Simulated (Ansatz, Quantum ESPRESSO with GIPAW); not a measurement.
# 13C and 1H NMR of CHO2, calculated, part 2 of 2

The task is to compute the NMR parameters of CHO2 site by site.

Quantum ESPRESSO with GIPAW; PBEsol.

So far. Step 3 (GIPAW: job nmr): In this run the largest span is that of O(2) (site symmetry 1), with principal values -224.8, -187.3 and 236.5 ppm. On O(2) the middle shielded direction lies along its short bond to C.

### Step 4. Quadrupolar couplings

Level of this step: DFT, PBEsol, plane-wave PAW, default files, scalar-relativistic, field gradients (Ansatz).

2H and 17O have a quadrupole moment, which couples to the field gradient and broadens the lines. The gradient is a property of the ground-state density and needs no response; it is taken from a second code that counts the whole PAW charge. C_Q = eQV_zz/h, with Q = 0.00285783 barn for 2H, -0.02558 barn for 17O.

This step: DFT, PBEsol, plane-wave PAW, default files (PAW set soft_2), scalar-relativistic, field gradients (Ansatz 0.2.0), on the same atoms.

input.yaml

```yaml
crystal:
  lattice:
    - [5.3266, 0.0, 0.0]
    - [0.0, 6.0126, 0.0]
    - [-2.3700944747, 0.0, 4.9027759015]
  atoms:
    - { symbol: O, position: [0.1648427471, 0.1059045238, 0.3005384698] }
    - { symbol: O, position: [0.8351572529, 0.6059045238, 0.1994615302] }
    - { symbol: O, position: [0.8351572529, 0.8940954762, 0.6994615302] }
    - { symbol: O, position: [0.1648427471, 0.3940954762, 0.8005384698] }
    - { symbol: O, position: [0.3190866678, 0.8949019336, 0.680412754] }
    - { symbol: O, position: [0.6809133322, 0.3949019336, 0.819587246] }
    - { symbol: O, position: [0.6809133322, 0.1050980664, 0.319587246] }
    - { symbol: O, position: [0.3190866678, 0.6050980664, 0.180412754] }
    - { symbol: C, position: [0.3557643856, 0.9969074745, 0.5020437838] }
    - { symbol: C, position: [0.6442356144, 0.4969074745, -0.0020437838] }
    - { symbol: C, position: [0.6442356144, 0.0030925255, 0.4979562162] }
    - { symbol: C, position: [0.3557643856, 0.5030925255, 1.0020437838] }
    - { symbol: H, position: [0.9758009072, 0.0991894956, 0.312453745] }
    - { symbol: H, position: [0.0241990928, 0.5991894956, 0.187546255] }
    - { symbol: H, position: [0.0241990928, 0.9008105044, 0.687546255] }
    - { symbol: H, position: [0.9758009072, 0.4008105044, 0.812453745] }
kpoints:
  mp_grid: { grid: [5, 4, 5] }
scf:
  occupations: { method: fixed }
hamiltonian:
  xc: pbesol
  pseudopotentials: { kind: paw, frozen_core: stored }
output:
  forces: false
  stress: false
  efg: { quadrupole_moments_barn: { O: -0.02558, H: 0.00285783 } }
```

Command:

```bash
$ ansatz run input.yaml --threads 4 --pin off --max-ram 16384MiB --backend cpu --events-out ev --progress --plain --runs-dir out
```

The program printed:

```text
[... set-up, SCF cycles and energies left out ...]
--- PAW observables at the nuclei: V_zz in 10²¹ V/m², potentials from the cell's mean, atoms counted from 1 ---
  atom   1  O  V_zz =   +12.118562   η = 0.0297   by run symmetry: allowed   C_q = -7.4956 MHz
  atom   2  O  V_zz =   +12.118562   η = 0.0297   by run symmetry: allowed   C_q = -7.4956 MHz
  atom   3  O  V_zz =   +12.118562   η = 0.0297   by run symmetry: allowed   C_q = -7.4956 MHz
  atom   4  O  V_zz =   +12.118562   η = 0.0297   by run symmetry: allowed   C_q = -7.4956 MHz
  atom   5  O  V_zz =   -12.776799   η = 0.3129   by run symmetry: allowed   C_q = +7.9027 MHz
  atom   6  O  V_zz =   -12.776799   η = 0.3129   by run symmetry: allowed   C_q = +7.9027 MHz
  atom   7  O  V_zz =   -12.776799   η = 0.3129   by run symmetry: allowed   C_q = +7.9027 MHz
  atom   8  O  V_zz =   -12.776799   η = 0.3129   by run symmetry: allowed   C_q = +7.9027 MHz
  atom   9  C  V_zz =    +3.069673   η = 0.6965   by run symmetry: allowed
  atom  10  C  V_zz =    +3.069673   η = 0.6965   by run symmetry: allowed
  atom  11  C  V_zz =    +3.069673   η = 0.6965   by run symmetry: allowed
  atom  12  C  V_zz =    +3.069673   η = 0.6965   by run symmetry: allowed
  atom  13  H  V_zz =    +1.948970   η = 0.1704   by run symmetry: allowed   C_q = +0.1347 MHz
  atom  14  H  V_zz =    +1.948970   η = 0.1704   by run symmetry: allowed   C_q = +0.1347 MHz
  atom  15  H  V_zz =    +1.948970   η = 0.1704   by run symmetry: allowed   C_q = +0.1347 MHz
  atom  16  H  V_zz =    +1.948970   η = 0.1704   by run symmetry: allowed   C_q = +0.1347 MHz
[the lines on potentials at the nuclei are left out]
```

Run time: 3.7 s. Hardware: 4 threads of Arm Neoverse V2, shared host; peak memory 0.58 GiB.

Among nuclei of half-integer spin the second-order effect is largest for 17O on O(2) (spin 5/2, C_Q 7.90 MHz): at 9.4 T it moves the centre of gravity of the MAS line by -131 ppm from δ_iso, and by a quarter of that at twice the field, by δ_Q = −(3/40)(C_Q/ν0)²(1 + η²/3)[I(I+1) − 3/4]/[I²(2I−1)²] × 10⁶ ppm with ν0 = 54.3 MHz.

### Step 5. NMR parameters by site

Spectra are read against a reference compound, and shifts rise as shieldings fall. A slope other than one corrects for the functional's tendency to overstate or understate differences of shielding. For ¹H and ⁷Li, with little paramagnetic shielding, slope and scatter come mostly from geometry, vibration and the shape term.

To turn shieldings into shifts, lines fitted to measured solids are used. 13C: δ = (162.2 − σ), zero at TMS, fitted to 6 measured values, from C, KHCO3, Li2CO3, MgCO3, Na2CO3 and SiC, with a scatter of 0.77 ppm r.m.s., on σ without the shape term; 1H: δ = (29.71 − σ) / 1.204, zero at TMS, fitted to 11 measured values, from Ca(BH4)2, Ca(OH)2, CsH2PO4, LiBH4, LiH, MgH2, NaH, NaOH and NH4H2PO4, with a scatter of 0.61 ppm r.m.s., with σ taken with the shape term of a sphere (6.2 ppm here). Kinds of site that fitted badly were split off after the misses were seen, so the scatter is that of the points kept.

Covalently bonded atoms count as neighbours within 1.18 times the sum of their radii. Otherwise a cation's neighbours lie within 1.2 times its shortest bond (1.3 for large cations, each anion's radius taken off where they differ), and an anion's are the cations that count it.

| site | atom no. | atoms in cell | surroundings | bonds (Å) | δ_iso (ppm) | C_Q (MHz) | η_Q |
| --- | --- | --- | --- | --- | --- | --- | --- |
| O(1) | 1 | 4 | hydroxyl | 1.04 to 1.30 | - | -7.50 | 0.03 |
| O(2) | 5 | 4 | bound to C | 1.234 | - | 7.90 | 0.31 |
| C | 9 | 4 | CO2C | 1.23 to 1.55 | 164.7 | - | - |
| H | 13 | 4 | bound to O, H bond to O at 1.59 Å | 1.038 | 12.37 | 0.135 | 0.17 |

By surroundings the O shieldings are 1-coordinate: -58.5; hydroxyl: 57.3 ppm.

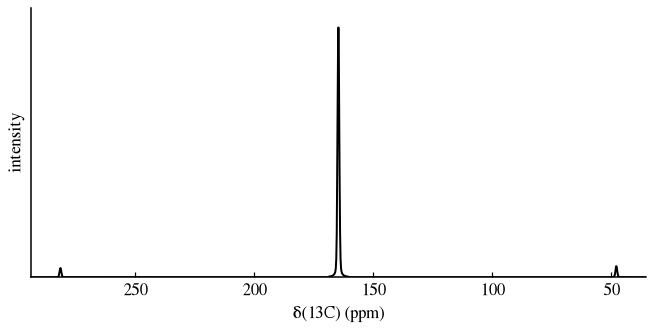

Simulated spectrum: 13C MAS at 25 kHz, 20 T (214.2 MHz), lines broadened by 0.8 ppm; rigid lattice, with dipolar and J couplings left out. Lines over 1.5 % of the strongest (ppm: area): 281.4: 0.04, 164.7: 1.00, 47.9: 0.04. Spinning sidebands lie 116.7 ppm apart.

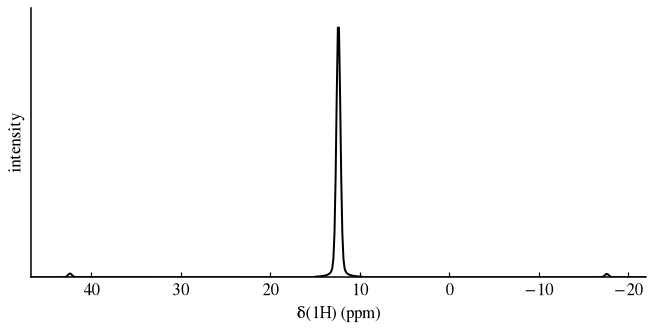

Simulated spectrum: 1H MAS at 30 kHz, 23.5 T (1000.6 MHz), lines broadened by 0.5 ppm; rigid lattice, with dipolar and J couplings left out. Lines over 1.5 % of the strongest (ppm: area): 12.37: 1.00.

### Step 6. What the settings change

Each row names what was changed: another functional shows how far the paramagnetic term hangs on the exchange-correlation form; another cutoff tests the basis.

Changes of σ_iso (ppm) against the run above (PBEsol, cutoffs 55 and 330 Ry, mesh 5×4×5, 1.6 h). Times are CPU times of pw.x and gipaw.x together, on 4 MPI ranks of Arm Neoverse V2, shared host; on a shared host they are rough.

| run | CPU time | f-sum miss | O(1) | O(2) | C | H |
| --- | --- | --- | --- | --- | --- | --- |
| PBE | 1.6 h | 0.0038 | +2.1 | +1.1 | -0.8 | +0.30 |
| cutoffs 45 and 330 Ry (coarse on purpose) | 74 min | 0.016 | -0.5 | -0.4 | +0.2 | -0.04 |

The largest move is +2.1 ppm, on O(1), from PBE.

### Step 7. A run with a fault

For contrast, the same job on a spoilt input.

nmr.in

```
&inputgipaw
  job = 'nmr'
  prefix = 'x'
  tmp_dir = './tmp/'
  restart_mode = 'from_scratch'
  verbosity = 'low'
  q_gipaw = 1.0d-06
  spline_ps = .true.
  conv_threshold = 1.0d-11
  use_nmr_macroscopic_shape = .false.
  pawproj(1) = .true.
  pawproj(2) = .true.
  pawproj(3) = .true.
/
```

Command:

```bash
$ mpirun -np 4 gipaw.x -in nmr.in > nmr.out
```

The program printed:

```text
[banner, memory and clock lines left out]
[a note of our patched build left out]

     Parallelizing q-star over 1 images

     IMPORTANT: XC functional enforced from input :
     Exchange-correlation= PBESOL
                           (   1   4  10   8   0   0   0)
     Any further DFT definition will be discarded
     Please, verify this is what you really want

     Check: negative core charge=   -0.000008
[...]
projs nearly linearly dependent: l=0  n1,n2= 1, 2  s=  0.99970544
[...]
alpha_pv=     44.2898 eV

     spline_ps is .false., expect some extrapolation errors

     q-space interpolation up to    66.00 Rydberg

     GIPAW job: nmr
     NMR macroscopic correction: no
[...]
Computing the magnetic susceptibility     isolve=0    ethr=  0.1000E-10
     Starting from scratch
     k-point #    1 of    26      pool #  1    cpu time:       0.6
[...]
```

Run time: 18 min. Hardware: 4 MPI ranks; peak memory 0.33 GiB.

The run was cut off at the time limit set for it, so what the fault does to the result is not seen. The fault: a field wave vector far too short. The result is a difference divided by q, so numerical noise grows.

### Step 8. Results

* 13C shift: 164.7 ppm
* 1H shift: 12.37 ppm
* 2H size of C_Q: 0.135 MHz
* 17O shielding without shape term: -58.5, 57.3 ppm
* 17O size of C_Q: 7.90, 7.50 MHz

13C has one site (CO2C), with isotropic shift 164.7 ppm. 1H has one site (bound to O, H bond to O at 1.59 Å), with isotropic shift 12.37 ppm. A finer mesh and a higher cutoff were not carried through on these files. The cheaper run with cutoffs 45 and 330 Ry takes about 75 % of the time and is off by 0.21 ppm on C, and by 0.47 ppm at most. The largest change with the functional is 2.1 ppm in absolute shielding; part of that drops out once each functional has its own reference line. Hydrogen's values are less sure: spans of ¹H carry errors of some ppm on PAW files, the bulk susceptibility matters on its narrow scale, and it is treated as a fixed classical nucleus at 0 K. In PBE checks against another PAW code, field gradients made this way came out (cores as stored) 4 to 9 % larger on O (three silicas and corundum) and 6 % smaller on Al (corundum alone). This build of gipaw.x prints that it is not audited and that its numbers are no references by themselves. It also reports spline_ps as false although the input sets it; why was not traced. The field gradients use PAW files made for PBE. pw.x warned of eigenvalues not converged in some cycles of 3 ground-state runs, which then met the threshold.

[Banner, clock, file and message-heading lines were taken out of the pw.x and gipaw.x logs.]

[Logs are printed without paths, hosts, clocks, repeated set-up lines and the standing remarks that a program may print on its own settings, such as how far it seeks lower states.]

[Hosts, paths, dates, database ids (printed as entryN), source tags and the programs' standing remarks are cut or masked in the printed files.]

[Where no reference line passes its bar on scatter, no shift is given, so a measured shift of this compound may stand uncompared.]
